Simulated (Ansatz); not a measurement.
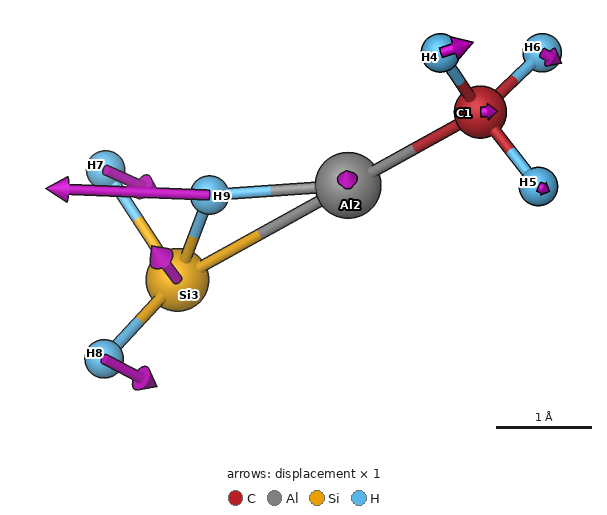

This is a relaxation of CH₆AlSi (charge +1). The starting structure is drawn; purple arrows show the displacements, at their true length. The two geometries are superimposed by the best rigid fit.

A ball-and-stick model, seen from a free direction.

It is one of the separated reactants of a reaction.

Computed with RKS PBE-D4/def2-SVP (Ansatz 0.2.0). Set-up: force threshold 0.03 eV/Å; at most 250 steps.

Q: What did the optimiser do to the structure, and how much energy did it gain?

A: The atom that moves furthest after the best rigid fit is H9 (1.76 Å). By element the largest moves are H 1.76 Å, Si 0.63 Å, Al 0.26 Å, C 0.19 Å. Near-neighbour distances that change, for instance: Al2–H9 1.520 → 3.199 Å, Si3–H9 1.341 → 1.499 Å, Si3–H7 1.480 → 1.499 Å, C1–H4 1.095 → 1.112 Å. Bonds break: Al2–H9 (1.52 → 3.20 Å). Among the angles between lasting bonds that change: Al2–Si3–H9 32.9° → 104.8°, H7–Si3–H9 82.0° → 113.7°, H8–Si3–H9 93.1° → 113.7°. After 13 accepted moves (15 points after the start) the energy has fallen by 2.594 eV. Largest force component: 6.1 eV/Å at the start, 0.013 eV/Å at the end. The line search rejected the trial steps at points 12, 14 of the run. The forces were under the threshold at step 11, but the run went on from there. Cost: 20 s on 2 threads of Arm Neoverse V2, on a shared host.
